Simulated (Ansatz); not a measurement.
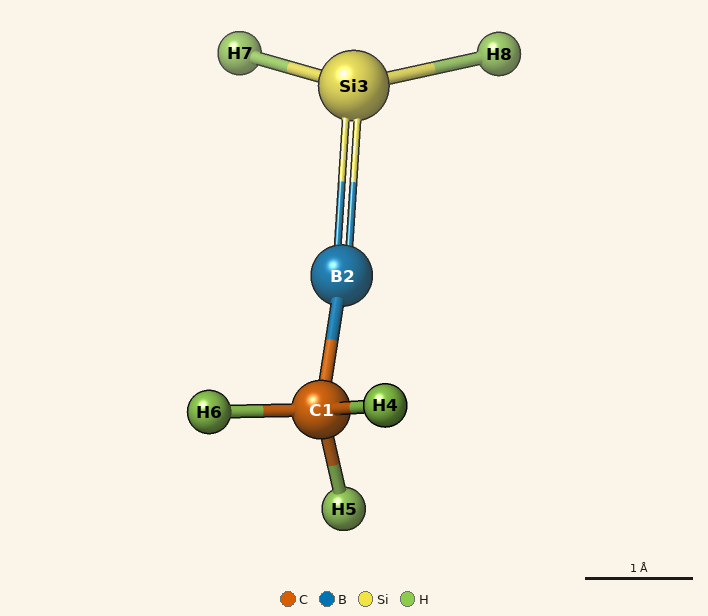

Orthographic view. Depth is shown by fading: the farther an atom, the more it takes the colour of the background. The computed structure is the end point of a PBE0-D4/def2-TZVP optimisation. No frequency run is at hand to confirm it as a minimum.

Give the geometry as a Z-matrix, atoms in numerical order, with these reference atoms: 2 to 1; 3 to 2, 1; 4 to 1, 2, 3; 5 to 1, 4, 2; 6 to 1, 5, 4; 7 to 3, 2, 1; 8 to 3, 7, 2.

```
C  
B    1   1.518
Si   2   1.864   1   163.2
H    1   1.096   2   110.9   3   -52.3
H    1   1.092   4   109.4   2   127.0
H    1   1.099   5   108.3   4  -115.1
H    3   1.490   2   110.2   1  -113.9
H    3   1.489   7   112.3   2   123.6
```
